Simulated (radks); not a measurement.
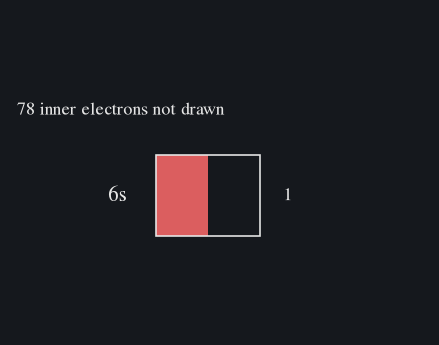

Fig. 1: The outer shells as the input fills them: a box for each of the 2l + 1 orbitals, shaded by the share of the shell that is filled, with the electron count at the right.

# Run report: Au, atomic calculation

Atomic gold (Au) in the configuration [Xe] 4f14 5d10 6s1. Computed at this level: Dirac Kohn-Sham, PBE, spin-unpolarised, spherical densities, finite nucleus (the in-house radial solver radks).

**The input**
```
Z 79
configuration [Xe] 4f14 5d10 6s1
relativity Dirac
functional pbe,pbe
spin unpolarised
j_filling average
nucleus finite rms 5.4371 fm
c 137.035999084
```

Energies in input and log are in hartree, lengths in bohr (the nuclear radius in fm).

**Output**
```
1s1/2   1   2.0000       -2962.34744229
2s1/2   1   2.0000        -522.28795511
2p1/2   1   2.0000        -500.99706056
2p3/2   1   4.0000        -433.54484614
3s1/2   1   2.0000        -123.26128272
3p1/2   1   2.0000        -113.65195264
3p3/2   1   4.0000         -98.76752814
3d3/2   1   4.0000         -82.75661755
3d5/2   1   6.0000         -79.55730822
4s1/2   1   2.0000         -26.75072047
4p1/2   1   2.0000         -22.64520277
4p3/2   1   4.0000         -19.07604770
4d3/2   1   4.0000         -12.34555010
4d5/2   1   6.0000         -11.68077604
4f5/2   1   6.0000          -3.05135454
4f7/2   1   8.0000          -2.91129399
5s1/2   1   2.0000          -3.97007537
5p1/2   1   2.0000          -2.63931063
5p3/2   1   4.0000          -2.03411406
5d3/2   1   4.0000          -0.28809321
5d5/2   1   6.0000          -0.23202645
6s1/2   1   1.0000          -0.21221696
Etot -19043.795853272535
Ekin 21862.959491929825
Encl -47954.94109079174
Eh 7413.61843489594
Exc -365.4326893065586
err 5.190048470790224e-09
it 15
```

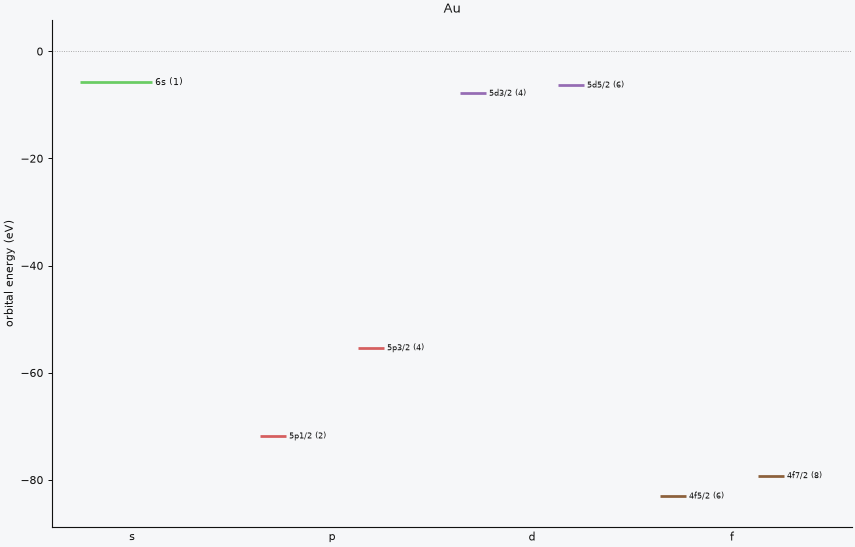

Fig. 2: The outer levels are drawn by angular momentum (occupations in brackets, the lower j at the left of each column). The highest occupied level is 6s at −5.77 eV. The highest 5 occupied levels, from the top down, are 6s (−5.77 eV), 5d5/2 (−6.31 eV), 5d3/2 (−7.84 eV), 5p3/2 (−55.4 eV), 5p1/2 (−71.8 eV). Spin-orbit splittings: 5d 1.53 eV, 5p 16.5 eV, 4f 3.81 eV. The measured ionisation energy (NIST) is 9.23 eV; minus the highest level, 5.77 eV, lies 37 % below it, as is usual for a semilocal functional, whose potential decays too fast.

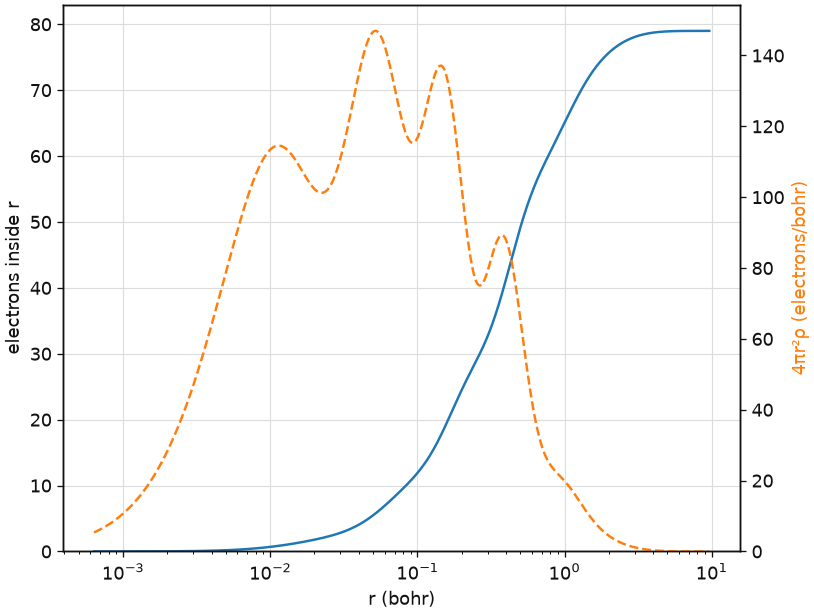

Fig. 3: The number of electrons inside radius r (solid) and the radial density 4πr²ρ (dashed). The count levels off at 79 electrons. Half of them lie within 0.380 bohr, 90 % within 1.38 bohr and 99 % within 3.12 bohr. The radial density has minima at 0.0224, 0.0929 and 0.265 bohr, where the count stands at 2.0, 11.1 and 30.0; these part the shells that the density resolves.

**Summary**

- outcome: converged
- total energy: −19043.7959 hartree
- kinetic energy: 21862.9595 hartree
- electron–nucleus energy: −47954.9411 hartree
- Hartree energy: 7413.6184 hartree
- exchange–correlation energy: −365.432689 hartree
- radius at density 0.001 e/bohr³: 4.28 bohr
- SCF iterations: 15
- hardware: 1 CPU thread, shared host
